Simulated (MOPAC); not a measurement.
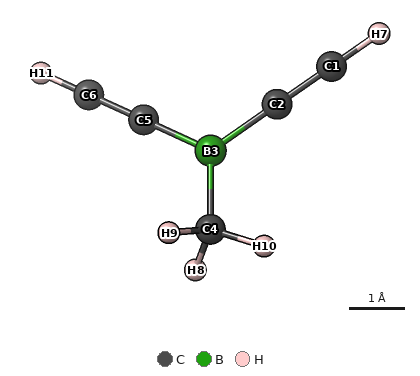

*The structure as given in the input (ball-and-stick view, seen at a tilt; atoms are numbered from 1 in the order of the input).*

C$_{5}$H$_{5}$B (charge +1): geometry relaxation (part 1 of 2)

C$_{5}$H$_{5}$B, charge +1, multiplicity 2, computed with MNDO, unrestricted, COSMO solvent acetonitrile (MOPAC 23.2.5).

The starting geometry was optimised with MNDO.

## Input file (job.mop)
```
MNDO GNORM=0.5 UHF EF CHARGE=1 DOUBLET EPS=35.7 CYCLES=200 AUX(PRECISION=6) T=10M THREADS=1


C      1.524543 +1     0.948321 +1    -1.971661 +1
C      0.859095 +1     0.505792 +1    -1.068296 +1
B      0.050846 +1    -0.036271 +1     0.040974 +1
C      0.706654 +1    -0.556512 +1     1.351785 +1
C     -1.415143 +1    -0.069536 +1    -0.131824 +1
C     -2.612844 +1    -0.099443 +1    -0.269916 +1
H      2.105319 +1     1.335895 +1    -2.760584 +1
H      0.438641 +1    -1.623661 +1     1.509075 +1
H      0.323927 +1     0.025536 +1     2.217853 +1
H      1.812357 +1    -0.481426 +1     1.356285 +1
H     -3.659055 +1    -0.126759 +1    -0.390605 +1
```

Command:
```bash
mopac job.mop
```

## Log
```
MOPAC v23.2.5
MNDO CALCULATION RESULTS

 *  MNDO       - The MNDO Hamiltonian to be used
 *  DOUBLET    - SPIN STATE DEFINED AS A DOUBLET
 *  UHF        - UNRESTRICTED HARTREE-FOCK CALCULATION
 *
 *
 *
 *                 CHARGE ON SYSTEM = +1
 *
 *
 *
 *  EPS=35.7   - USE COSMO IMPLICIT SOLVATION MODEL
 *  EF         - USE EF ROUTINE FOR MINIMUM SEARCH
 *  THREADS=1  - MULTI-THREADING NOT USED
 *  CYCLES=    - DO A MAXIMUM OF 200 STEPS
 *  GNORM      - EXIT WHEN GRADIENT NORM DROPS BELOW 0.500
 *  AUX        - OUTPUT AUXILIARY INFORMATION
MNDO GNORM=0.5 UHF EF CHARGE=1 DOUBLET EPS=35.7 CYCLES=200 AUX(PRECISION=6) T=10M THREADS=1

   ATOM   CHEMICAL          X               Y               Z
  NUMBER   SYMBOL      (ANGSTROMS)     (ANGSTROMS)     (ANGSTROMS)

     1       C          1.52454300  *   0.94832100  *  -1.97166100  *
     2       C          0.85909500  *   0.50579200  *  -1.06829600  *
     3       B          0.05084600  *  -0.03627100  *   0.04097400  *
     4       C          0.70665400  *  -0.55651200  *   1.35178500  *
     5       C         -1.41514300  *  -0.06953600  *  -0.13182400  *
     6       C         -2.61284400  *  -0.09944300  *  -0.26991600  *
     7       H          2.10531900  *   1.33589500  *  -2.76058400  *
     8       H          0.43864100  *  -1.62366100  *   1.50907500  *
     9       H          0.32392700  *   0.02553600  *   2.21785300  *
    10       H          1.81235700  *  -0.48142600  *   1.35628500  *
    11       H         -3.65905500  *  -0.12675900  *  -0.39060500  *

          CARTESIAN COORDINATES

    NO.       ATOM           X           Y           Z

     1         C          1.5245      0.9483     -1.9717
     2         C          0.8591      0.5058     -1.0683
     3         B          0.0508     -0.0363      0.0410
     4         C          0.7067     -0.5565      1.3518
     5         C         -1.4151     -0.0695     -0.1318
     6         C         -2.6128     -0.0994     -0.2699
     7         H          2.1053      1.3359     -2.7606
     8         H          0.4386     -1.6237      1.5091
     9         H          0.3239      0.0255      2.2179
    10         H          1.8124     -0.4814      1.3563
    11         H         -3.6591     -0.1268     -0.3906

           Empirical Formula: C5 H5 B  =    11 atoms

      MOLECULAR POINT GROUP   :   Cs

 DOUBLET STATE CALCULATION

          UHF CALCULATION, NO. OF ALPHA ELECTRONS =   14
                           NO. OF BETA  ELECTRONS =   13

          Geometry optimization using EF

          DIAGONAL MATRIX USED AS START HESSIAN
```

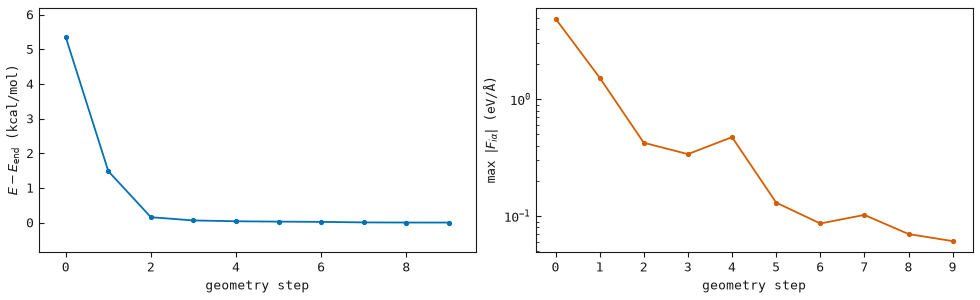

*Progress of the relaxation, step by step (steps are counted from 0).*

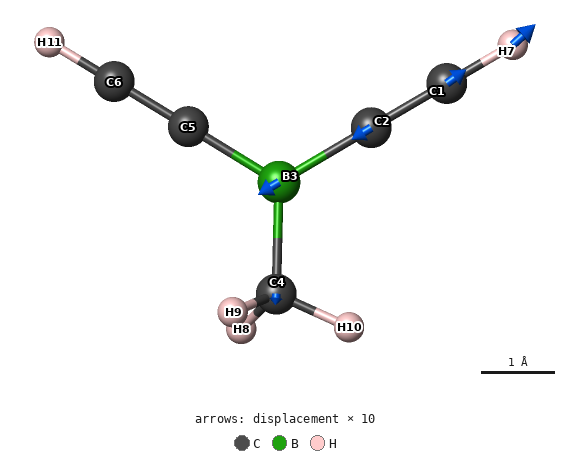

*The starting structure with the displacements as blue arrows, magnified 10 times (ball-and-stick view, seen on its broad side). The two geometries are laid on each other by the best rigid fit.*

H7 moves most after the best rigid fit: 0.043 Å. Largest moves by element: H 0.043 Å, B 0.034 Å, C 0.034 Å. Among the contacts that change: C1–C2 1.206 → 1.272 Å, B3–C5 1.477 → 1.461 Å, C1–H7 1.054 → 1.062 Å. Among the angles that change: C4–B3–C5 120.6° → 123.1°. After 9 geometry steps the energy has fallen by 5.35 kcal/mol. Largest force component: 4.9 eV/Å at the start, 0.061 eV/Å at the end. (Atoms are counted from 1 in the order of the input.)

```
 CYCLE:     1 TIME:   0.016 TIME LEFT: 10.00M  GRAD.:   209.483 HEAT:  245.6256
 CYCLE:     2 TIME:   0.035 TIME LEFT: 10.00M  GRAD.:    78.335 HEAT:  241.7602
 CYCLE:     3 TIME:   0.008 TIME LEFT: 10.00M  GRAD.:    16.826 HEAT:  240.4331
 CYCLE:     4 TIME:   0.031 TIME LEFT: 10.00M  GRAD.:    10.545 HEAT:  240.3398
 CYCLE:     5 TIME:   0.016 TIME LEFT: 10.00M  GRAD.:    15.651 HEAT:  240.3161
 CYCLE:     6 TIME:   0.020 TIME LEFT: 10.00M  GRAD.:     5.353 HEAT:  240.3060
 CYCLE:     7 TIME:   0.008 TIME LEFT: 10.00M  GRAD.:     3.821 HEAT:  240.2986
 CYCLE:     8 TIME:   0.008 TIME LEFT: 10.00M  GRAD.:     4.686 HEAT:  240.2832
 CYCLE:     9 TIME:   0.027 TIME LEFT: 10.00M  GRAD.:     3.063 HEAT:  240.2796
 CYCLE:    10 TIME:   0.051 TIME LEFT: 10.00M  GRAD.:     2.628 HEAT:  240.2789

     TRUST RADIUS NOW LESS THAN  0.00010 OPTIMIZATION TERMINATING
      THE GEOMETRY MAY NOT BE COMPLETELY OPTIMIZED
      (TO CONTINUE, ADD 'LET DDMIN=0.0' TO THE KEYWORD LINE)

 -------------------------------------------------------------------------------
 MNDO GNORM=0.5 UHF EF CHARGE=1 DOUBLET EPS=35.7 CYCLES=200 AUX(PRECISION=6) T=10M THREADS=1

     GEOMETRY OPTIMISED USING EIGENVECTOR FOLLOWING (EF).
     SCF FIELD WAS ACHIEVED

                              MNDO CALCULATION

          FINAL HEAT OF FORMATION =        240.27886 KCAL/MOL =    1005.32677 KJ/MOL
          VAN DER WAALS AREA      =        139.27 SQUARE ANGSTROMS

          DIELECTRIC ENERGY       =         -2.59219 EV
          COSMO AREA              =        139.27 SQUARE ANGSTROMS
          COSMO VOLUME            =        123.28 CUBIC ANGSTROMS

          GRADIENT NORM           =          2.62765          =       0.79227 PER ATOM
          IONIZATION POTENTIAL    =         11.155843 EV
          ALPHA SOMO LUMO (EV)    =        -11.191 -1.781
          BETA  SOMO LUMO (EV)    =        -11.156 -4.130
          NO. OF ALPHA ELECTRONS  =         14
          NO. OF BETA  ELECTRONS  =         13
          MOLECULAR WEIGHT        =         75.9045         POINT GROUP:  Cs

          MOLECULAR DIMENSIONS (Angstroms)

            Atom       Atom       Distance
            H    11    H     7     6.43468
            H     7    H     9     3.97251
            H     9    H     8     1.75722

          SCF CALCULATIONS        =         32

          WALL-CLOCK TIME         =      0.277 SECONDS
          COMPUTATION TIME        =      0.258 SECONDS

       FINAL  POINT  AND  DERIVATIVES

   PARAMETER     ATOM    TYPE            VALUE        GRADIENT
      1          1  C    CARTESIAN X     1.540622      0.627599  KCAL/ANGSTROM
      2          1  C    CARTESIAN Y     0.962984      0.239554  KCAL/ANGSTROM
      3          1  C    CARTESIAN Z    -2.001305     -0.354624  KCAL/ANGSTROM
      4          2  C    CARTESIAN X     0.842592      0.229915  KCAL/ANGSTROM
      5          2  C    CARTESIAN Y     0.494969      0.256073  KCAL/ANGSTROM
      6          2  C    CARTESIAN Z    -1.047059     -0.531858  KCAL/ANGSTROM
      7          3  B    CARTESIAN X     0.033596     -0.479179  KCAL/ANGSTROM
      8          3  B    CARTESIAN Y    -0.046357     -0.342936  KCAL/ANGSTROM
      9          3  B    CARTESIAN Z     0.064936      1.410982  KCAL/ANGSTROM
     10          4  C    CARTESIAN X     0.714404     -0.468722  KCAL/ANGSTROM
     11          4  C    CARTESIAN Y    -0.560621     -0.221954  KCAL/ANGSTROM
     12          4  C    CARTESIAN Z     1.362447      0.233474  KCAL/ANGSTROM
     13          5  C    CARTESIAN X    -1.412614      1.004932  KCAL/ANGSTROM
     14          5  C    CARTESIAN Y    -0.066701      0.006697  KCAL/ANGSTROM
     15          5  C    CARTESIAN Z    -0.138372     -0.093284  KCAL/ANGSTROM
     16          6  C    CARTESIAN X    -2.612179      0.450765  KCAL/ANGSTROM
     17          6  C    CARTESIAN Y    -0.097048      0.016361  KCAL/ANGSTROM
     18          6  C    CARTESIAN Z    -0.276039      0.165412  KCAL/ANGSTROM
     19          7  H    CARTESIAN X     2.120697     -0.143552  KCAL/ANGSTROM
     20          7  H    CARTESIAN Y     1.352267     -0.256994  KCAL/ANGSTROM
     21          7  H    CARTESIAN Z    -2.801299      0.409637  KCAL/ANGSTROM
     22          8  H    CARTESIAN X     0.438971     -0.194809  KCAL/ANGSTROM
     23          8  H    CARTESIAN Y    -1.626811      0.530437  KCAL/ANGSTROM
     24          8  H    CARTESIAN Z     1.507419     -0.340089  KCAL/ANGSTROM
     25          9  H    CARTESIAN X     0.324315     -0.094610  KCAL/ANGSTROM
     26          9  H    CARTESIAN Y     0.027106     -0.174408  KCAL/ANGSTROM
     27          9  H    CARTESIAN Z     2.220332     -0.822929  KCAL/ANGSTROM
     28         10  H    CARTESIAN X     1.818074     -0.314614  KCAL/ANGSTROM
     29         10  H    CARTESIAN Y    -0.481427      0.112787  KCAL/ANGSTROM
     30         10  H    CARTESIAN Z     1.356785     -0.245183  KCAL/ANGSTROM
     31         11  H    CARTESIAN X    -3.660696     -0.617726  KCAL/ANGSTROM
     32         11  H    CARTESIAN Y    -0.125640     -0.165615  KCAL/ANGSTROM
     33         11  H    CARTESIAN Z    -0.393731      0.168463  KCAL/ANGSTROM

   ATOM   CHEMICAL          X               Y               Z
  NUMBER   SYMBOL      (ANGSTROMS)     (ANGSTROMS)     (ANGSTROMS)

     1       C          1.54062244  *   0.96298367  *  -2.00130533  *
     2       C          0.84259210  *   0.49496909  *  -1.04705857  *
     3       B          0.03359640  *  -0.04635718  *   0.06493603  *
     4       C          0.71440396  *  -0.56062112  *   1.36244750  *
     5       C         -1.41261431  *  -0.06670134  *  -0.13837243  *
     6       C         -2.61217851  *  -0.09704829  *  -0.27603874  *
     7       H          2.12069748  *   1.35226652  *  -2.80129948  *
     8       H          0.43897136  *  -1.62681115  *   1.50741873  *
     9       H          0.32431543  *   0.02710639  *   2.22033154  *
    10       H          1.81807392  *  -0.48142711  *   1.35678524  *
    11       H         -3.66069590  *  -0.12564033  *  -0.39373094  *

                             CARTESIAN COORDINATES

   1    C        1.540622438     0.962983669    -2.001305334
   2    C        0.842592100     0.494969089    -1.047058569
   3    B        0.033596400    -0.046357180     0.064936026
   4    C        0.714403955    -0.560621120     1.362447496
   5    C       -1.412614306    -0.066701335    -0.138372433
   6    C       -2.612178513    -0.097048290    -0.276038744
   7    H        2.120697484     1.352266522    -2.801299477
   8    H        0.438971365    -1.626811147     1.507418730
   9    H        0.324315431     0.027106395     2.220331541
  10    H        1.818073918    -0.481427111     1.356785241
  11    H       -3.660695902    -0.125640329    -0.393730945

           Empirical Formula: C5 H5 B  =    11 atoms

      MOLECULAR POINT GROUP   :   Cs

          ALPHA EIGENVALUES
 -38.26644 -36.01789 -32.07685 -25.02175 -21.67255 -18.45974 -16.42841 -14.71883
 -14.65057 -13.70070 -13.07765 -12.83109 -11.53712 -11.19081  -1.78079  -1.33007
   0.47592   1.30226   1.72724   2.58521   2.81014   3.82328   4.17507   4.22026
   4.42572   4.99235   6.00921   6.55470   7.00365

           BETA EIGENVALUES
 -37.42356 -35.57436 -31.94949 -24.69540 -21.40773 -18.29937 -16.32475 -14.62723
 -14.14954 -13.64609 -12.80212 -11.47823 -11.15584  -4.13000  -1.51925   0.36106
   0.56331   1.35940   1.90934   2.60327   3.17944   3.86657   4.23374   4.39086
   4.41485   5.02972   6.12160   6.60479   7.00607

              NET ATOMIC CHARGES AND DIPOLE CONTRIBUTIONS
```
